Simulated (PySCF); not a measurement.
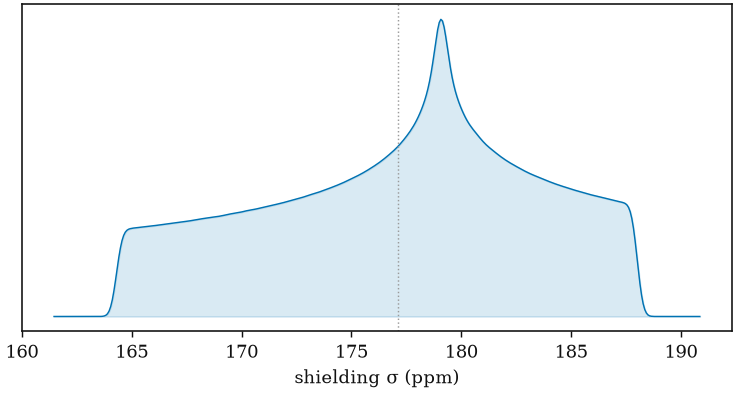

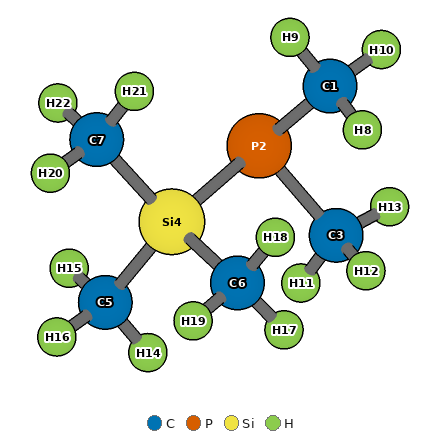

Static powder pattern (¹³C) from GIAO shielding tensors of C₅H₁₅PSi, SMILES CP(C)[Si](C)(C)C, PBE0/pcSseg-1 (IEF-PCM acetone) in PySCF 2.14.0, at a PBE0-D3(BJ)/def2-SVP geometry (no frequency check); absolute shielding, one fixed geometry of the isolated molecule without any motion, no dipolar terms. The dotted line is the isotropic value; skew is 3(σiso − σ22)/span.

> The pattern belongs to C3. Give the principal values, span and skew.

C3: σ11, σ22, σ33 = 164, 179, 188 ppm, isotropic 177, span 24 ppm, skew −0.25.
